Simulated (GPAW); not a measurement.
# Geometry relaxation of CdH2 (part 1 of 5)

System: CdH2, SMILES [H][Cd][H].
Method: AM05/real-space grid, scalar-relativistic datasets (GPAW 26.7.0).

The atoms were displaced at random from an optimised geometry.

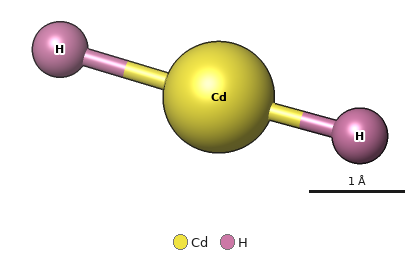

**Figure 1.** The structure as given in the input (ball-and-stick view, seen at an oblique angle). Sticks mark near contacts. Bond lengths as drawn: Cd–H 1.57 to 1.77 Å.

## Key numbers

| quantity | value |
| --- | --- |
| outcome | converged |
| energy relative to the program's reference atoms | −6.3397 eV |
| largest force | 0.008 eV/Å |
| HOMO | −6.61 eV |
| LUMO | −1.37 eV |
| dipole moment | 0.00 D |
| hardware | 1 thread of Arm Neoverse V2, 24 GiB of memory available, shared host |
| wall time | 7.1 min |
| peak memory | 0.49 GiB |

## Notes

Further notes kept with the run: datasets made with stock radii, not tested.

## Input file (calc.py)
```python
import numpy as np
from ase import Atoms
from ase.io import write
from ase.optimize import GPMin
from ase.units import Bohr
from gpaw import GPAW, setup_paths
from gpaw.atom.configurations import parameters
from gpaw.atom.generator import Generator
from gpaw.utilities.adjust_cell import adjust_cell

positions_bohr = np.array(
              [[  0.049320,   0.009228,  -0.071001],
               [  0.009250,   0.005442,   3.268245],
               [  0.174371,   0.115971,  -3.037383]])
system = Atoms(['Cd', 'H', 'H'], positions=positions_bohr * Bohr)
adjust_cell(system, 5.0, h=0.2)

for symbol in ['Cd', 'H']:
    Generator(symbol, xcname='AM05', scalarrel=True, nofiles=True, txt=None).run(**parameters[symbol])
setup_paths.insert(0, '.')

calc = GPAW(mode='fd',
            xc='AM05',
            h=0.2,
            eigensolver='rmm-diis',
            symmetry='off',
            maxiter=100,
            txt='-')
system.calc = calc

opt = GPMin(system, trajectory='cdh2.traj')
converged = opt.run(fmax=0.01, steps=60)
print('Converged:', converged)
print(f'Final energy            {system.get_potential_energy():.5f} eV')
print(f'r(H1-Cd0) = {system.get_distance(1, 0):.4f} Ang')
print(f'r(H2-Cd0) = {system.get_distance(2, 0):.4f} Ang')
write('relaxed.xyz', system)
```

Launched with:
```bash
python3 calc.py
```

## The program's output
```
__  _  _
 | _ |_)|_||  |
 |__||  | ||/\| - 26.7.0

units:  Angstrom and eV
cores:  1
OpenMP: False

Versions:
  Python: 3.12.14
  ASE:    3.29.0
  Numpy:  2.5.5
  Scipy:  1.18.1
  Libxc:  7.0.0

        _gpaw.cpython-312-aarch64-linux-gnu.so

Input parameters:
  mode=FD(),
  eigensolver=RMMDIIS(niter=1, diis_steps=1, max_buffer_mem=209715200, trial_step=None),
  h=0.2,
  maxiter=100,
  symmetry=Symmetry(point_group=False, time_reversal=False),
  xc=XC(name='AM05')

Diagonalizing LCAO Hamiltonian
Converting LCAO to fd mode
       .-------------------------.
      /|                         |
     / |                         |
    /  |                         |
   /   |                         |
  /    |                         |
 *     |                         |
 |     |                         |
 |     |                         |
 |     |         H               |
 |     |                         |
 |     |                         |
 |     |         Cd              |
 |     |                         |
 |     |         H               |
 |     |                         |
 |     |                         |
 |     .-------------------------.
 |    /                         /
 |   /                         /
 |  /                         /
 | /                         /
 |/                         /
 *-------------------------*

Atoms  # Å, Bohr magnetons
|   | symbol |        x |        y |        z |    initial magnetic moments |
|---|--------|----------|----------|----------|-----------------------------|
| 0 |     Cd | 5.177515 | 5.172759 | 6.701344 | ( 0.0000,  0.0000,  0.0000) |
| 1 |      H | 5.156311 | 5.170755 | 8.468397 | ( 0.0000,  0.0000,  0.0000) |
| 2 |      H | 5.243689 | 5.229245 | 5.131603 | ( 0.0000,  0.0000,  0.0000) |

Unit cell  # Å
| periodic |         x |         y |         z |   lengths |    angles |
|----------|-----------|-----------|-----------|-----------|-----------|
|       no | 10.400000 |  0.000000 |  0.000000 | 10.400000 | 90.000000 |
|       no |  0.000000 | 10.400000 |  0.000000 | 10.400000 | 90.000000 |
|       no |  0.000000 |  0.000000 | 13.600000 | 13.600000 | 90.000000 |

Number of symmetries: 1
Symmetry operations  # r_c * U_cc + t_c -> r_c
|   | kind |            matrix            |
|---|------|------------------------------|
| 0 |  E   |  1, 0, 0,  0, 1, 0,  0, 0, 1 |

BZ-sampling:
  Number of BZ points: 1
  Number of IBZ points: 1

  Monkhorst-Pack size: [1, 1, 1]
  Monkhorst-Pack shift: [0, 0, 0]

K-points  # in reciprocal-cell coordinates
|   |                                coordinates |     weight |
|---|--------------------------------------------|------------|
| 0 | (  0.00000000,   0.00000000,   0.00000000) | 1.00000000 |

Uniform wave function grid shape: (np.int64(51), np.int64(51), np.int64(67))
Spin-components: 1 (collinear spins)
Bands:           11
Projectors:      12
Spin-degeneracy: 2
Datatype:        float64

  Storage: CPU
  Wave functions: 15_335_496 bytes (15_335_496 per core)

Parallelization:
  kpt:    1
  domain: 1
  band:   1

Density:
  Valence electrons: 14.0
  Components: 1
  Grid points: [52 52 68]
  Charge: 0.0  # |e|

Potential:
  Grid points: [52 52 68]

species:
  Cd:
    name:    Cadmium
    Z:       48.0
    valence: 12
    core:    36
    charge:  0.0  # [|e|]
    file:    Cd.AM05
    compensation charges:
      type: gauss
      rc: 0.38  # [Å]
      lmax: 2
    cutoffs:
      filter: 2.12  # [Å]
      core: 2.62  # [Å]
    projectors
    | kind |    occ | energy [eV] | rcut [Å] |
    |------|--------|-------------|----------|
    |   5s |  2.000 |      -5.642 |    1.191 |
    |   5p |  0.000 |      -1.115 |    1.228 |
    |   4d | 10.000 |     -11.724 |    1.164 |
    |    s |        |      21.569 |    1.191 |
    |    p |        |      26.096 |    1.228 |
    |    d |        |      15.487 |    1.164 |

    Using partial waves for Cd as LCAO basis

  H:
    name:    Hydrogen
    Z:       1.0
    valence: 1
    core:    0
    charge:  0.0  # [|e|]
    file:    H.AM05
    compensation charges:
      type: gauss
      rc: 0.15  # [Å]
      lmax: 2
    cutoffs:
      filter: 0.85  # [Å]
      core: 0.53  # [Å]
    projectors
    | kind |    occ | energy [eV] | rcut [Å] |
    |------|--------|-------------|----------|
    |   1s |  1.000 |      -6.332 |    0.476 |
    |    s |        |      20.879 |    0.476 |
    |    p |        |       0.000 |    0.476 |

    Using partial waves for H as LCAO basis

Reference energy: -152066.702831  # eV

eigensolver:
  RMMDIIS
  Converge bands: occupied

density mixing:
  MSR1-Mixer
  Pratt-step length: 0.05
  Maximum mixing coefficient: 0.75
  Old densities: 10
  SVD Regularization: 0.005
  Good broyden scale: 1.0
  Trust region scale: 1.0
  Backstep threshold: 4.0
  History deletion threshold: 6.0
  Fourier metric: weight=20.0, sigma=0.015

occupation numbers:
  # Zero width

FastPoissonSolver using
    Stencil: 6*3+1=19 point O(h^6) finite-difference Laplacian
    FFT axes: []
    FST axes: [np.int64(0), np.int64(1), np.int64(2)]

xc functional:
  name: AM05 with 2 nearest neighbor stencil
interpolation: tri-quintic # 5. degree polynomial

Initialization done in: 1.403 s

convergence criteria:
- Maximum [total energy] change in last 3 cyles: 0.0005 eV / valence electron
- Maximum integral of absolute [dens]ity change: 0.0001 electrons / valence electron
- Maximum integral of absolute [eigenst]ate change: 4e-08 eV^2 / valence electron
maximum number of iterations: 100

SCF iterations
|iter     |     time |      energy | eigst |  dens |
|---------|----------|-------------|-------|-------|
|iter:   1| 00:00:02 |   -5.968800 | +0.92 |       |
|iter:   2| 00:00:03 |   -7.032579 | -0.23 | -0.94 |
|iter:   3| 00:00:04 |-1429.167836 | +5.85 | -0.97 |
|iter:   4| 00:00:04 |-4700.099362 | +7.11 | -0.08 |
|iter:   5| 00:00:05 |-1845.325612 | +6.45 | -0.13 |
|iter:   6| 00:00:06 |-3338.481429 | +6.96 | -0.62 |
|iter:   7| 00:00:07 |  -14.524909 | +2.07 | -0.93 |
|iter:   8| 00:00:08 |  -12.282247 | +1.23 | -0.52 |
|iter:   9| 00:00:09 |   -5.309335 | +1.08 | -0.68 |
|iter:  10| 00:00:10 |-3138.760796 | +5.88 | -1.10 |
|iter:  11| 00:00:10 |  -68.781667 | +3.52 | -0.14 |
|iter:  12| 00:00:11 |   -4.819809 | +0.94 | -0.66 |
|iter:  13| 00:00:12 | -581.466619 | +5.08 | -1.62 |
|iter:  14| 00:00:13 |  -15.637341 | +2.82 | -0.14 |
|iter:  15| 00:00:14 |   -5.820737 | +0.38 | -0.92 |
|iter:  16| 00:00:15 |  -13.108295 | +2.89 | -1.85 |
|iter:  17| 00:00:16 |   -7.084230 | +1.05 | -0.63 |
|iter:  18| 00:00:16 | -152.102841 | +4.68 | -1.82 |
|iter:  19| 00:00:17 |  -16.649203 | +2.71 | -0.25 |
|iter:  20| 00:00:18 |  -19.187781 | +2.33 | -1.02 |
|iter:  21| 00:00:19 |   -5.945326 | +0.75 | -1.50 |
|iter:  22| 00:00:20 |   -6.072547 | -0.08 | -1.67 |
|iter:  23| 00:00:21 |   -6.255545 | -0.68 | -2.12 |
|iter:  24| 00:00:21 | -382.628438 | +4.26 | -2.11 |
|iter:  25| 00:00:22 |  -35.428836 | +3.17 | -0.63 |
|iter:  26| 00:00:23 |  -11.592400 | +0.57 | -0.64 |
|iter:  27| 00:00:24 |   -7.057649 | +0.03 | -2.08 |
|iter:  28| 00:00:25 |   -6.372491 | -0.11 | -2.37 |
|iter:  29| 00:00:26 |   -6.160738 | -0.22 | -2.56 |
|iter:  30| 00:00:27 |   -6.206991 | -1.25 | -2.59 |
|iter:  31| 00:00:27 |   -6.218916 | -2.11 | -2.38 |
|iter:  32| 00:00:28 |   -6.227071 | -1.70 | -2.45 |
|iter:  33| 00:00:29 |   -6.221939 | -2.19 | -2.58 |
|iter:  34| 00:00:30 |   -6.297318 | -0.34 | -2.58 |
|iter:  35| 00:00:31 |   -6.220638 | -0.97 | -1.93 |
|iter:  36| 00:00:32 |   -6.208881 | -1.23 | -2.83 |
|iter:  37| 00:00:33 |   -6.213467 | -1.76 | -3.10 |
|iter:  38| 00:00:33 |   -6.219086 | -3.08 | -3.12 |
|iter:  39| 00:00:34 |   -6.219393c| -3.54 | -3.42 |
|iter:  40| 00:00:35 |   -6.219408c| -4.20 | -3.52 |
|iter:  41| 00:00:36 |   -6.219435c| -4.18 | -3.51 |
|iter:  42| 00:00:37 |   -6.219434c| -5.12 | -3.45 |
|iter:  43| 00:00:38 |   -6.219433c| -5.09 | -3.46 |
|iter:  44| 00:00:39 |   -6.219605c| -3.22 | -3.67 |
|iter:  45| 00:00:39 |   -6.219489c| -3.07 | -4.11c|
|iter:  46| 00:00:40 |   -6.219653c| -2.89 | -4.04c|
|iter:  47| 00:00:41 |   -6.219103c| -2.61 | -4.53c|
|iter:  48| 00:00:42 |   -6.219448c| -3.94 | -4.05c|
|iter:  49| 00:00:43 |   -6.219483c| -4.47 | -4.03c|
|iter:  50| 00:00:44 |   -6.219619c| -3.58 | -4.01c|
|iter:  51| 00:00:45 |   -6.220140c| -2.88 | -3.91 |
|iter:  52| 00:00:45 |   -6.219526c| -3.76 | -3.69 |
|iter:  53| 00:00:46 |   -6.220106c| -2.64 | -4.01c|
|iter:  54| 00:00:47 |   -6.219457c| -2.50 | -3.86 |
|iter:  55| 00:00:48 |   -6.219592c| -2.73 | -4.04c|
|iter:  56| 00:00:49 |   -6.219752c| -2.76 | -4.05c|
|iter:  57| 00:00:50 |   -6.220666c| -2.01 | -3.99 |
|iter:  58| 00:00:51 |   -6.218545c| -2.30 | -3.85 |
|iter:  59| 00:00:52 |   -6.219512c| -3.12 | -4.18c|
|iter:  60| 00:00:52 |   -6.219332c| -3.23 | -4.28c|
|iter:  61| 00:00:53 |   -6.219436c| -4.69 | -4.37c|
|iter:  62| 00:00:54 |   -6.219439c| -5.58 | -4.55c|
|iter:  63| 00:00:55 |   -6.219440c| -6.26 | -4.52c|
|iter:  64| 00:00:56 |   -6.219440c| -6.60 | -4.50c|
|iter:  65| 00:00:57 |   -6.219440c| -6.94 | -4.50c|
|iter:  66| 00:00:58 |   -6.219440c| -7.85c| -4.57c|

Converged in 66 steps
SCF loop duration: 55.783 s (0.845 s/step)
Energy contributions relative to reference atoms: (reference = -152066.702831)

Energy contributions:
  Kinetic:          10.034959
  Coulomb:         -10.884247
  Zero:              0.120237
  External:          0.000000
  Xc:               -5.490389
  Entropy:           0.000000
  Spinorbit:         0.000000
  ----------------------------
  Free energy:      -6.219440
  Extrapolated:     -6.219440

dipole moment: (-0.009390, -0.011912, -0.082716)  # |e|*Ang

Fermi level: -3.976
Eigenvalues  # (at kpt = [0.000, 0.000, 0.000])
| band index |      eig [eV] | occ [0-2] |
|------------|---------------|-----------|
|          0 |       -13.555 |     2.000 |
|          1 |       -12.697 |     2.000 |
|          2 |       -12.691 |     2.000 |
|          3 |       -12.637 |     2.000 |
|          4 |       -12.636 |     2.000 |
|          5 |        -8.036 |     2.000 |
|          6 |        -6.571 |     2.000 |
|          7 |        -1.380 |     0.000 |
|          8 |        -1.374 |     0.000 |
|          9 |        -0.210 |     0.000 |
|         10 |         0.921 |     0.000 |

Gap: 5.191 eV
Transition (v -> c):
  (s=0, k=0, n=6, [0.00, 0.00, 0.00]) -> (s=0, k=0, n=7, [0.00, 0.00, 0.00])
No difference between direct/indirect transitions
vacuum-level: 0.000  # V

Forces  # eV/Ang
|        x |        y |        z |
|----------|----------|----------|
| -0.00011 |  0.03434 |  2.42411 |  # Cd   0
| -0.03640 | -0.04735 | -0.89752 |  # H    1
|  0.03598 |  0.01597 | -1.52533 |  # H    2

Force computation time: 0.037  # s
       Step     Time          Energy          fmax
GPMin:    0 00:00:58       -6.219440        2.424352
       .-------------------------.
      /|                         |
     / |                         |
    /  |                         |
   /   |                         |
  /    |                         |
 *     |                         |
 |     |                         |
 |     |                         |
 |     |                         |
 |     |         H               |
 |     |         Cd              |
 |     |                         |
 |     |                         |
 |     |         H               |
 |     |                         |
 |     |                         |
 |     .-------------------------.
 |    /                         /
 |   /                         /
 |  /                         /
 | /                         /
 |/                         /
 *-------------------------*

Atoms  # Å, Bohr magnetons
|   | symbol |        x |        y |        z |    initial magnetic moments |
|---|--------|----------|----------|----------|-----------------------------|
| 0 |     Cd | 5.177500 | 5.177334 | 7.024294 | ( 0.0000,  0.0000,  0.0000) |
| 1 |      H | 5.151462 | 5.164447 | 8.348826 | ( 0.0000,  0.0000,  0.0000) |
| 2 |      H | 5.248482 | 5.231373 | 4.928392 | ( 0.0000,  0.0000,  0.0000) |

Unit cell  # Å
| periodic |         x |         y |         z |   lengths |    angles |
|----------|-----------|-----------|-----------|-----------|-----------|
|       no | 10.400000 |  0.000000 |  0.000000 | 10.400000 | 90.000000 |
|       no |  0.000000 | 10.400000 |  0.000000 | 10.400000 | 90.000000 |
|       no |  0.000000 |  0.000000 | 13.600000 | 13.600000 | 90.000000 |

Initialization done in: 0.703 s

convergence criteria:
- Maximum [total energy] change in last 3 cyles: 0.0005 eV / valence electron
- Maximum integral of absolute [dens]ity change: 0.0001 electrons / valence electron
- Maximum integral of absolute [eigenst]ate change: 4e-08 eV^2 / valence electron
maximum number of iterations: 100
```
